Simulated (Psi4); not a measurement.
# InH2I (SMILES [H][In]([H])[I]), run twice

Aim: a structure relaxation of InH2I at PBE0-1/3/3-21G.

Program for the calculation: Psi4 1.11.

**1. The structure to begin with**

The species is InH2I (4 atoms), meant as a singlet with charge 0. As SMILES, `[H][In]([H])[I]`. Geometry: a GFN2-xTB relaxation, a rough one for these elements and not checked as a minimum. The run starts from this shape.

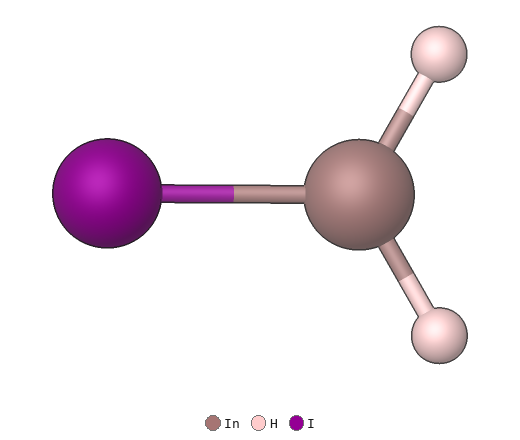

The structure, seen from a chosen angle (indium brown, hydrogen pink, iodine purple).

**2. The input as first written**

Input file job.in:

```
memory 1600 mb

molecule {
  In
  H 1 R2
  H 1 R3 2 A3
  I 1 R4 2 A4 3 D4

  R2 = 1.709008
  R3 = 1.710059
  A3 = 120.24366
  R4 = 2.671713
  A4 = 119.93814
  D4 = -179.96175
  units angstrom
}

set basis 3-21G
set geom_maxiter 60
set scf_type pk

e = optimize('pbe0-13-d4')
```

Run with:

```
psi4 job.in job.out -n 1
```

job.out:

```text
Psi4 1.11 release

Printing out the relevant lines from the Psithon --> Python processed input file:
    """)
    core.IO.set_default_namespace("")
    core.set_global_option("BASIS", "3-21G")
    core.set_global_option("GEOM_MAXITER", 60)
    core.set_global_option("SCF_TYPE", "pk")
--> e = optimize('pbe0-13-d4')

!----------------------------------------------------------------------------------!
!                                                                                  !
!  Method=pbe0-13-d4 is not available for any derivative level. Some methods need  !
!     "dftd4-python>=3.5" gcp-correction -c conda-forge` .                         !
!                                                                                  !
!----------------------------------------------------------------------------------!

    Psi4 run time: 0:00:01.00
```

It took 2.3 s on 1 thread of Intel Xeon Platinum 8259CL at 2.50GHz (Skylake/Cascade Lake), shared host; peak memory 0.15 GiB.

**3. What went wrong**

The program refused the input.

The telling line is `Method=pbe0-13-d4 is not available for any derivative level. Some methods need`. What is wrong: unsupported dispersion. To mend it: dispersion none in place of D4.

**4. Second attempt**

Input file input.dat:

```
memory 1600 mb

molecule system {
  0 1
  In
  H 1 R2
  H 1 R3 2 A3
  I 1 R4 2 A4 3 D4

  R2 = 1.709008
  R3 = 1.710059
  A3 = 120.24366
  R4 = 2.671713
  A4 = 119.93814
  D4 = -179.96175
}

set {
  basis 3-21G
  geom_maxiter 60
  scf_type pk
}

e, wfn = optimize("pbe0-13", return_wfn=True)
print_variables()
```

Run with:

```
psi4 input.dat output.dat -n 1
```

output.dat:

```text
[...]
  Running in c1 symmetry.
[...]
  Nuclear repulsion =  559.567524132008998
[...]
  Multiplicity = 1
[...]
  Nalpha       = 52
  Nbeta        = 52
[...]
    Number of basis functions: 70
[...]
   @RKS iter   1: -12608.25314546503978   -5.61462e+00   1.17787e-02 DIIS/ADIIS
[...]
   @RKS iter   5: -12608.68374768292233   -5.09317e-11   8.85807e-09 DIIS
[...]
    Orbital Energies [Eh]
    ---------------------
    Doubly Occupied:
       1A   -1160.995633     2A   -983.396562     3A   -176.287364
       4A   -164.947709     5A   -164.946735     6A   -164.946539
       7A   -145.309489     8A   -135.149774     9A   -135.148937
      10A   -135.148287    11A    -36.072476    12A    -31.185047
      13A    -31.182335    14A    -31.181635    15A    -28.036678
      16A    -23.789820    17A    -23.786431    18A    -23.783733
      19A    -23.027585    20A    -23.026957    21A    -23.026455
      22A    -23.024505    23A    -23.024476    24A    -16.561770
      25A    -16.560924    26A    -16.558903    27A    -16.557101
      28A    -16.556886    29A     -6.508022    30A     -4.782231
      31A     -4.774035    32A     -4.772115    33A     -4.439447
      34A     -3.039674    35A     -3.034223    36A     -3.029492
[...]
  @RKS Final Energy: -12608.68374768292233
   => Energetics <=
    Nuclear Repulsion Energy =            545.6324574430840357
    One-Electron Energy =              -18463.7841403013444506
    Two-Electron Energy =                5532.5994837529406141
    DFT Exchange-Correlation Energy =    -223.1315485776018477
    Empirical Dispersion Energy =           0.0000000000000000
    VV10 Nonlocal Energy =                  0.0000000000000000
    Total Energy =                     -12608.6837476829223306
[...]
 Multipole Moments:
 ------------------------------------------------------------------------------------
     Multipole            Electronic (a.u.)      Nuclear  (a.u.)        Total (a.u.)
 ------------------------------------------------------------------------------------
 L = 1.  Multiply by 2.5417464519 to convert [e a0] to [Debye]
 Dipole X            :         -0.0001092            0.0001617            0.0000525
 Dipole Y            :         -5.6659379            6.7476552            1.0817173
 Dipole Z            :         -2.6231855            3.1239705            0.5007850
 Magnitude           :                                                    1.1920142
[...]
  -Total Gradient:
     Atom            X                  Y                   Z
    ------   -----------------  -----------------  -----------------
       1        0.000000882820     0.000018129600     0.000006897529
       2       -0.000000355403    -0.000027033869    -0.000020508323
       3       -0.000000355405    -0.000033566904    -0.000006368443
       4       -0.000000190131    -0.000066442302    -0.000030441097
[...]
    Final optimized geometry and variables:
    Molecular point group: c1
    Full point group: C1
    Geometry (in Angstrom), charge = 0, multiplicity = 1:
    IN
    H             1          R2
    H             1          R3      2          A3
    I             1          R4      2          A4      3          D4
    A3        =  130.3133319273
    A4        =  114.8425876886
    D4        = -179.9982560109
    R2        =    1.7478318492
    R3        =    1.7478272807
    R4        =    2.7424225369
[...]
```

Standard output:

```text
Optimizer: Optimization complete!
```

Run time: 52 s. Hardware: 1 thread of Intel Xeon Platinum 8259CL at 2.50GHz (Skylake/Cascade Lake), shared host; peak memory 0.37 GiB.

Steps, from the record of the run:

```tsv
step	energy from the first frame kept (eV)	largest force (eV/Å)
0	0.0000	0.6432
1	-0.0551	0.2341
2	-0.0681	0.2165
3	-0.0713	0.1570
4	-0.0232	0.5654
5	-0.0649	0.2471
6	-0.0755	0.0143
7	-0.0756	0.0038
```

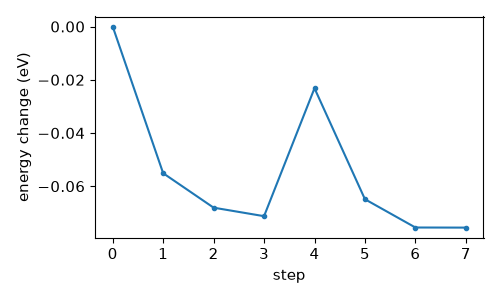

Energy along the run.

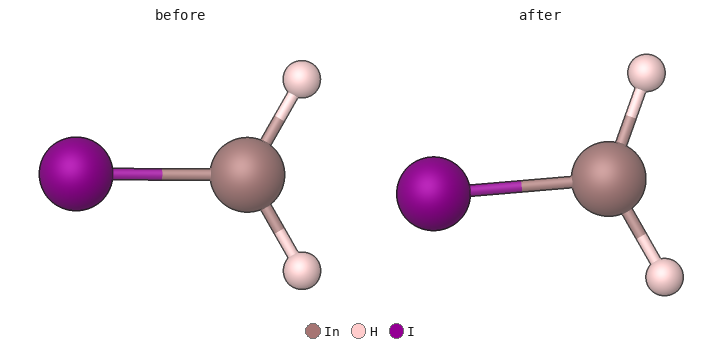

Before and after, at one scale.

After the run. Bond lengths: In1–I4 2.742 Å, In1–H2 1.748 Å, In1–H3 1.748 Å. Angles: H2–In1–I4 114.8°, H3–In1–I4 114.8°, H2–In1–H3 130.3°.

**5. Outcome**

At PBE0-1/3/3-21G:

| quantity | value |
| --- | --- |
| total energy at the end | -12608.68375 Eh |
| dipole moment | 3.03 D |
| HOMO energy | -7.55 eV |
| LUMO energy | -1.95 eV |
| HOMO–LUMO gap | 5.59 eV |

The optimisation took 8 steps and changed the energy by -0.076 eV. Relativity is left out although the molecule holds a heavy atom.
